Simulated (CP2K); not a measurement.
# PM6 run of HSO3 (SMILES O=[S](=O)O)

What is the vertical ionisation energy of HSO3 at PM6? 

The calculation is run with CP2K 2026.2.

1 further run of the same task is left out (set aside as unsound or not needed).

## Step 1: The molecule

HSO3: 5 atoms, total charge 0, spin state doublet. SMILES: `O=[S](=O)O`. The coordinates come from a GFN2-xTB relaxation.

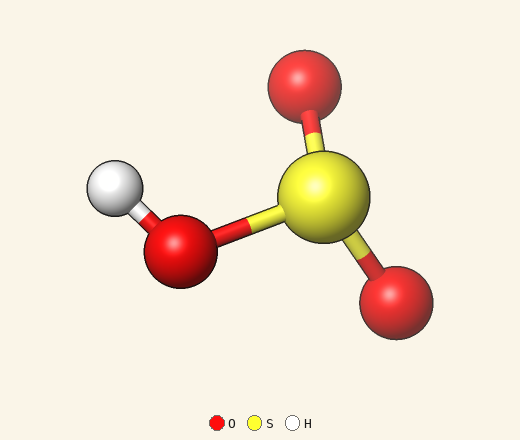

The structure, seen from a chosen angle (oxygen red, sulfur yellow, hydrogen white).

## Step 2: Energy and forces at PM6

Input file gas.inp:

```
&GLOBAL
   PROJECT_NAME gas
   RUN_TYPE ENERGY_FORCE
   PRINT_LEVEL MEDIUM
&END GLOBAL
&FORCE_EVAL
   METHOD QUICKSTEP
   &DFT
      MULTIPLICITY 2
      UKS T
      &QS
         METHOD PM6
         EPS_DEFAULT 1.0E-10
         &SE
            &COULOMB
               CUTOFF [angstrom] 50
               RC_RANGE [angstrom] 0
            &END COULOMB
            &EXCHANGE
               CUTOFF [angstrom] 50
               RC_RANGE [angstrom] 0
            &END EXCHANGE
         &END SE
      &END QS
      &POISSON
         PERIODIC NONE
         POISSON_SOLVER ANALYTIC
      &END POISSON
      &SCF
         SCF_GUESS ATOMIC
         EPS_SCF 1.0E-07
         MAX_SCF 80
         ADDED_MOS 4
         &DIAGONALIZATION
            ALGORITHM STANDARD
         &END DIAGONALIZATION
         &MIXING
            METHOD DIRECT_P_MIXING
            ALPHA 0.4
         &END MIXING
      &END SCF
      &PRINT
         &MOMENTS
            PERIODIC F
            REFERENCE COM
            MAX_MOMENT 1
         &END MOMENTS
         &MO ON
            ENERGIES T
            OCCUPATION_NUMBERS T
            NDIGITS 6
            &EACH
               QS_SCF 0
            &END EACH
            ADD_LAST NUMERIC
         &END MO
         &HIRSHFELD OFF
         &END HIRSHFELD
      &END PRINT
   &END DFT
   &SUBSYS
      &CELL
         ABC 11.8 12.5 12.2
         PERIODIC NONE
      &END CELL
      &COORD
         O      6.819250     5.786665     7.176160
         S      6.257400     5.880975     5.854160
         O      5.180130     4.987215     5.473000
         O      5.688830     7.429935     5.668680
         H      4.980750     7.512785     5.023840
      &END COORD
   &END SUBSYS
   &PRINT
      &FORCES ON
      &END FORCES
   &END PRINT
&END FORCE_EVAL
```

On the command line:

```bash
$ OMP_NUM_THREADS=1 cp2k.psmp -i gas.inp > gas.out 2>&1
```

The log of the run, cut to the lines that bear on the results:

```text
CP2K| version string:                                       CP2K version 2026.2
[...]
 GLOBAL| Method name                                                        CP2K
[...]
 GLOBAL| Run type                                                   ENERGY_FORCE
[...]
                             - Atoms:                                          5
[...]
                             - Spherical basis functions:                     22
[...]
 Number of electrons:                                                         13
[...]
     1 P_Mix/Diag. 0.40E+00    0.0     0.49337892       -34.7834283423 -3.48E+01
[...]
    25 DIIS/Diag.  0.58E-07    0.0     0.00000003       -39.0092636297 -1.14E-13
  *** SCF run converged in    25 steps ***
  Core-core repulsion energy [eV]:                           1486.02989773067929
  Core Hamiltonian energy [eV]:                             -1796.18734476527061
  Two-electron integral energy [eV]:                        -1502.67719910911819
  Electronic energy [eV]:                                   -2547.52594431982970
  Total energy [eV]:                                        -1061.49604658915041
  Atomic reference energy [eV]:                              1057.25853161273221
  Heat of formation [kcal/mol]:                               -97.71942454437246
[...]
 SE_DIPOLE| Moment [Debye]         -1.32271038      -1.13947082       3.69526413
 SE_DIPOLE| Derivative [a.u.]       0.00000000       0.00000000       0.00000000
 ENERGY| Total FORCE_EVAL ( QS ) energy [hartree]            -39.009263629692015
 FORCES| Atomic forces [hartree/bohr]
 FORCES|   Atom     x               y               z               |f|
 FORCES|      1  6.02591122E-03  4.95591769E-03 -1.73223865E-02   1.89983631E-02
 FORCES|      2 -1.95554386E-02 -2.67169115E-02  3.49634573E-02   4.81523819E-02
 FORCES|      3  1.59899786E-02  1.26944045E-02 -9.41964082E-03   2.24845937E-02
 FORCES|      4  4.84943009E-03  4.50427339E-03 -5.46436713E-03   8.58281767E-03
 FORCES|      5 -7.30988131E-03  4.56231590E-03 -2.75706282E-03   9.04712588E-03
 FORCES| Sum    -1.22124533E-15  8.32667268E-16 -6.10622664E-16
 FORCES| Total atomic force                                       1.59926076E-15
[...]
```

Wall time 0.32 s (1 thread of Arm Neoverse V1, shared host).

## Step 3: The singlet cation

Input file qs.inp:

```
&GLOBAL
    PROJECT_NAME qs
    RUN_TYPE ENERGY_FORCE
    PRINT_LEVEL MEDIUM
&END

&FORCE_EVAL
    METHOD QS
    &DFT
        CHARGE 1
        MULTIPLICITY 1
        ! Quickstep
        &QS
            METHOD PM6
            EPS_DEFAULT 1.0E-10
            &SE
                &COULOMB
                    CUTOFF [angstrom] 50
                    RC_RANGE [angstrom] 0
                &END
                &EXCHANGE
                    CUTOFF [angstrom] 50
                    RC_RANGE [angstrom] 0
                &END
            &END
        &END
        ! isolated system
        &POISSON
            PERIODIC NONE
            POISSON_SOLVER ANALYTIC
        &END
        &SCF
            SCF_GUESS ATOMIC
            EPS_SCF 1.0E-07
            MAX_SCF 100
            ADDED_MOS 4
            &DIAGONALIZATION
                ALGORITHM STANDARD
            &END
            &MIXING
                METHOD DIRECT_P_MIXING
                ALPHA 0.4
            &END
        &END
        &PRINT
            &MOMENTS
                PERIODIC F
                REFERENCE COM
                MAX_MOMENT 1
            &END
            &MO ON
                ENERGIES T
                OCCUPATION_NUMBERS T
                NDIGITS 6
                &EACH
                    QS_SCF 0
                &END
                ADD_LAST NUMERIC
            &END
            &HIRSHFELD OFF
            &END
        &END
    &END
    ! structure
    &SUBSYS
        &CELL
            ABC [angstrom] 11.8 12.5 12.2
            PERIODIC NONE
        &END
        &COORD
            O      6.819250     5.786665     7.176160
            S      6.257400     5.880975     5.854160
            O      5.180130     4.987215     5.473000
            O      5.688830     7.429935     5.668680
            H      4.980750     7.512785     5.023840
        &END
    &END
    &PRINT
        &FORCES ON
        &END
    &END
&END
```

On the command line:

```bash
$ OMP_NUM_THREADS=1 cp2k.psmp -i qs.inp -o qs.out
```

The log of the run, cut to the lines that bear on the results:

```text
CP2K| version string:                                       CP2K version 2026.2
[...]
 GLOBAL| Method name                                                        CP2K
[...]
 GLOBAL| Run type                                                   ENERGY_FORCE
[...]
                             - Atoms:                                          5
[...]
                             - Spherical basis functions:                     22
[...]
 Number of electrons:                                                         24
[...]
     1 P_Mix/Diag. 0.40E+00    0.0     0.96165750       -34.2394017394 -3.42E+01
[...]
    24 DIIS/Diag.  0.46E-07    0.0     0.00000005       -38.6459777654 -1.07E-13
  *** SCF run converged in    24 steps ***
  Core-core repulsion energy [eV]:                           1486.02989773067929
  Core Hamiltonian energy [eV]:                             -1743.11810652732743
  Two-electron integral energy [eV]:                        -1589.04465338028240
  Electronic energy [eV]:                                   -2537.64043321746840
  Total energy [eV]:                                        -1051.61053548678933
  Atomic reference energy [eV]:                              1057.25853161273221
  Heat of formation [kcal/mol]:                               130.24589513604198
[...]
 SE_DIPOLE| Moment [Debye]         -2.07827711      -0.92723348       4.28977236
 SE_DIPOLE| Derivative [a.u.]       0.00000000       0.00000000       0.00000000
 ENERGY| Total FORCE_EVAL ( QS ) energy [hartree]            -38.645977765420220
 FORCES| Atomic forces [hartree/bohr]
 FORCES|   Atom     x               y               z               |f|
 FORCES|      1  6.55916878E-03  5.76888623E-03 -6.26434191E-02   6.32495114E-02
 FORCES|      2 -8.63404220E-02 -1.51697495E-02  8.56483093E-02   1.22557834E-01
 FORCES|      3  5.95305019E-02  3.23657280E-02 -1.04872853E-02   6.85667861E-02
 FORCES|      4  3.82954044E-02 -3.05681776E-02  2.51155830E-03   4.90638299E-02
 FORCES|      5 -1.80446531E-02  7.60331290E-03 -1.50291631E-02   2.46839142E-02
 FORCES| Sum    -4.44089210E-16 -4.99600361E-16  2.22044605E-16
 FORCES| Total atomic force                                       7.04357547E-16
[...]
```

It took 0.3 s on 1 thread of Arm Neoverse V1, shared host.

## Step 4: Summary of results

Level: PM6.

| quantity | value |
| --- | --- |
| doublet HSO3: total energy | -39.00926 Eh |
| doublet HSO3: dipole moment | 4.09 D |
| doublet HSO3: HOMO energy (highest over α and β) | -10.15 eV |
| doublet HSO3: LUMO energy (lowest over α and β) | -1.81 eV |
| doublet HSO3: heat of formation at this unrelaxed shape | -97.7 kcal/mol |
| doublet HSO3: largest force on an atom | 2.476 eV/Å |
| singlet cation: total energy | -38.64598 Eh |
| singlet cation: HOMO energy | -18.51 eV |
| singlet cation: LUMO energy | -9.62 eV |
| singlet cation: HOMO–LUMO gap | 8.89 eV |
| singlet cation: heat of formation at this unrelaxed shape | 130.2 kcal/mol |
| singlet cation: largest force on an atom | 6.302 eV/Å |
| vertical ionisation energy (to the singlet cation) | 9.886 eV |

The vertical ionisation energy comes to 9.89 eV (954 kJ/mol). The largest force (doublet HSO3) is 2.48 eV/Å: the shape isn't a stationary point for this species at this level. Only the singlet of the ionised species was computed; a triplet could lie lower.
